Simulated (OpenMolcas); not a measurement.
# GaCl2O (SMILES [O][Ga]([Cl])[Cl]) at 4 levels

We compute a comparison of 4 runs (U-revPBE/aug-cc-pVDZ, UM06-2X/aug-cc-pVDZ, UM06-L/aug-cc-pVDZ, ROMP2/aug-cc-pVDZ) of GaCl2O. 

The calculation is run with OpenMolcas 26.06.

1 further run of the same task is left out (set aside as unsound or not needed).

## (1) The system as given

GaCl2O has 4 atoms, charge 0, and is taken as a doublet. SMILES: `[O][Ga]([Cl])[Cl]`. The coordinates come from a PBE0-D4/def2-TZVP relaxation.

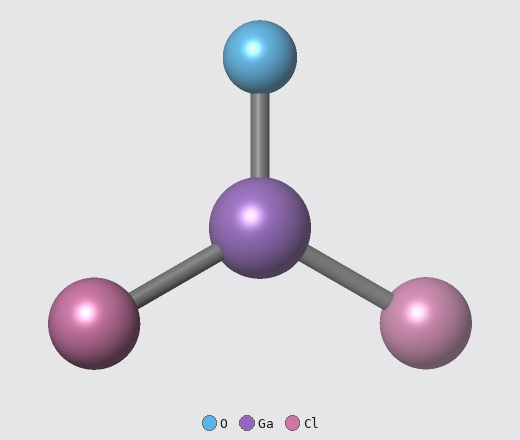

The structure, seen from a chosen angle (oxygen blue, gallium purple, chlorine pink).

## (2) Energy and forces at U-revPBE/aug-cc-pVDZ (run 1)

job.inp reads:

```
* Cl2GaO Kohn-Sham DFT
>>> EXPORT MOLCAS_PRINT=2

&GATEWAY
  BASLIB=$CurrDir
  COORD
  4
  angstrom
  O        0.746300       1.055700       1.312100
  Ga       0.035800       0.016900       0.034200
  Cl       0.760400      -1.952900      -0.180900
  Cl      -1.486800       0.819800      -1.185700
  BASIS=aug-cc-pVDZ
  GROUP=NoSym

&SEWARD
  GRIDINPUT
  Grid=UltraFine
  End of Grid

&SCF
  UHF
  SPIN=2
  KSDFT=revPBE
  THRESHOLDS=1e-10 1e-07 1e-07 1e-05
  PRORBITALS=1 1

&ALASKA
```

The basis set aug-cc-pVDZ is read from a file made from the Basis Set Exchange's data (not shown).

On the command line:

```bash
$ export MOLCAS_MEM=1860
$ pymolcas job.inp > job.log
```

Log:

```text
--- Start Module: gateway ---
[...]
--- Stop Module: gateway /rc=_RC_ALL_IS_WELL_ ---
[...]
      Basis functions          113
[...]
--- Start Module: scf ---
[...]
       Convergence after  18 Iterations
[...]
::    Total KS-DFT energy                           -2920.1840207642
[...]
      Total spin, S                                     0.5020099745
[...]
      Total electronic charge=   73.000000
      Total            charge=   -0.000000
[...]
      Dipole Moment (debye):
      Origin of the operator (angstrom)=   -0.0710   -0.1393   -0.1578
                   X= -2.4744E-01               Y= -3.6118E-01               Z= -4.4511E-01           Total=  6.2434E-01
      Quadrupole Moment (debye*angstrom):
[...]
--- Stop Module: scf /rc=_RC_ALL_IS_WELL_ ---
[...]
--- Start Module: alaska ---
[...]
 *              Molecular gradients               *
 **************************************************
  Irreducible representation: a
 ------------------------------------------------------------------------------------------
                              X                       Y                       Z
 ------------------------------------------------------------------------------------------
  O1               -6.53180689401722E-03   -9.54993350607580E-03   -1.17455439601244E-02
  GA2               3.10922449933138E-04    4.85580525632301E-04    5.70603634281852E-04
  CL3              -5.85036390623372E-03    1.55827023151076E-02    1.57791362334514E-03
  CL4               1.20712483502672E-02   -6.51834933464102E-03    9.59702670254714E-03
 ------------------------------------------------------------------------------------------
--- Stop Module: alaska /rc=_RC_ALL_IS_WELL_ ---
[...]
```

Wall time 50 s (1 thread of Intel Xeon 6975P-C (Granite Rapids), shared host); peak memory 0.68 GiB.

## (3) The energy at UM06-2X/aug-cc-pVDZ (run 2)

mol.inp reads:

```
&GATEWAY
  BasLib
  $CurrDir
  Coord
  4
  angstrom
  O        0.746300       1.055700       1.312100
  Ga       0.035800       0.016900       0.034200
  Cl       0.760400      -1.952900      -0.180900
  Cl      -1.486800       0.819800      -1.185700
  Basis
  aug-cc-pVDZ
  Group
  NoSym

&SEWARD
  GridInput
  Grid=UltraFine
  End of Grid

&SCF
  UHF
  Spin
  2
  KSDFT
  M062X
  Thresholds
  1e-10 1e-07 1e-07 1e-05
  PrOrbitals
  1 1
```

The basis set aug-cc-pVDZ is read from a file made from the Basis Set Exchange's data (not shown).

On the command line:

```bash
$ export MOLCAS_MEM=1860
$ pymolcas mol.inp > mol.log
```

Log:

```text
--- Start Module: gateway ---
[...]
--- Stop Module: gateway /rc=_RC_ALL_IS_WELL_ ---
--- Start Module: seward ---
[...]
      Basis functions          113
--- Stop Module: seward /rc=_RC_ALL_IS_WELL_ ---
[...]
--- Start Module: scf ---
[...]
       Convergence after  16 Iterations
[...]
::    Total KS-DFT energy                           -2920.4666080814
[...]
      Total spin, S                                     0.5022862565
[...]
      Total electronic charge=   73.000000
      Total            charge=   -0.000000
[...]
      Dipole Moment (debye):
      Origin of the operator (angstrom)=   -0.0710   -0.1393   -0.1578
                   X= -2.2129E-01               Y= -3.2282E-01               Z= -3.9811E-01           Total=  5.5828E-01
      Quadrupole Moment (debye*angstrom):
[...]
--- Stop Module: scf /rc=_RC_ALL_IS_WELL_ ---
[...]
```

Wall time 53 s (1 thread of Intel Xeon 6975P-C (Granite Rapids), shared host); peak memory 0.68 GiB.

Run 3 isn't shown in full; the table further down has it.

## (4) The energy at ROMP2/aug-cc-pVDZ (run 4)

test.input reads:

```
* Cl2GaO ROMP2
>>> EXPORT MOLCAS_PRINT=2

&GATEWAY
 BASLIB=$CurrDir
 COORD
 4
 angstrom
 O        0.746300       1.055700       1.312100
 Ga       0.035800       0.016900       0.034200
 Cl       0.760400      -1.952900      -0.180900
 Cl      -1.486800       0.819800      -1.185700
 BASIS=aug-cc-pVDZ
 GROUP=NoSym

&SEWARD

&SCF
 UHF
 SPIN=2
 THRESHOLDS=1e-10 1e-07 1e-07 1e-05
 PRORBITALS=1 2

&RASSCF
 FILEORB=$Project.UnaOrb
 SPIN=2
 NACTEL=1 0 0
 INACTIVE=36
 RAS2=1
 OUTORBITALS=Canonical
 ORBLISTING=Few

&CASPT2
 IPEA=0.0
 FROZEN=20
```

The basis set aug-cc-pVDZ is read from a file made from the Basis Set Exchange's data (not shown).

On the command line:

```bash
$ export MOLCAS_MEM=1860
$ pymolcas test.input > test.log
```

Log:

```text
--- Start Module: gateway ---
[...]
--- Stop Module: gateway /rc=_RC_ALL_IS_WELL_ ---
[...]
      Basis functions          113
[...]
       Convergence after  24 Iterations
[...]
::    Total SCF energy                              -2917.2023220553
[...]
      Total spin, S                                     0.5048736625
[...]
--- Start Module: rasscf ---
[...]
      Number of active orbitals                  1
[...]
      Spin quantum number                      0.5
[...]
      Active orbitals                            1
[...]
      Number of CSFs                             1
[...]
      Number of root(s) required                 1
[...]
      Convergence after  8 iterations
[...]
      printout of CI-coefficients larger than  0.05 for root  1
      energy=   -2917.197920
      conf/sym  1     Coeff  Weight
             1  u   1.00000 1.00000
      Natural orbitals and occupation numbers for root  1
      sym 1:   1.000000
      ************************************************************************************************************************
      *                                                    Final results                                                     *
[...]
::    RASSCF root number  1 Total energy:  -2917.19792025
[...]
      Total electronic charge=   73.000000
      Total            charge=   -0.000000
[...]
      Dipole Moment (debye):
      Origin of the operator (angstrom)=   -0.0710   -0.1393   -0.1578
                   X= -2.4236E-01               Y= -3.5357E-01               Z= -4.3607E-01           Total=  6.1148E-01
      Quadrupole Moment (debye*angstrom):
[...]
--- Stop Module: rasscf /rc=_RC_ALL_IS_WELL_ ---
[...]
--- Start Module: caspt2 ---
[...]
 ###    WARNING: User changed nr of frozen orbitals.                         ###
 ###############################################################################
[...]
      E2 (Variational):          -0.5300131743
      Total energy:           -2917.7279334195
[...]
      Reference weight:           0.83360
[...]
::    CASPT2 Root  1     Total energy:  -2917.72793342
[...]
--- Stop Module: caspt2 /rc=_RC_ALL_IS_WELL_ ---
[...]
```

Run time: 30 s. Hardware: 1 thread of Intel Xeon 6975P-C (Granite Rapids), shared host; peak memory 0.68 GiB.

## (5) All runs side by side

| run | level | task | integration grid | energy (Eh) | dipole moment (D) | HOMO energy (eV) | LUMO energy (eV) | wall time |
| --- | --- | --- | --- | --- | --- | --- | --- | --- |
| 1 | U-revPBE/aug-cc-pVDZ | gradient | UltraFine | -2920.184021 | 0.62 | -7.75 | -6.66 | 50 s |
| 2 | UM06-2X/aug-cc-pVDZ | energy | UltraFine | -2920.466608 | 0.56 | -11.05 | -3.46 | 53 s |
| 3 | UM06-L/aug-cc-pVDZ | energy | UltraFine | -2920.457421 | 0.46 | -8.01 | -5.91 | 64 s |
| 4 | ROMP2/aug-cc-pVDZ | energy | – | -2917.727933 | – | – | – | 30 s |

## (6) Outcome

| quantity | value |
| --- | --- |
| run 4: total energy | -2917.72793 Eh |

Over runs 1, 2, 3 the dipole moment (its size) runs from 0.46 D (UM06-L/aug-cc-pVDZ) to 0.62 D (U-revPBE/aug-cc-pVDZ). Totals of different functionals can't be ranked against each other. All runs together took 3.3 min, the longest 64 s.
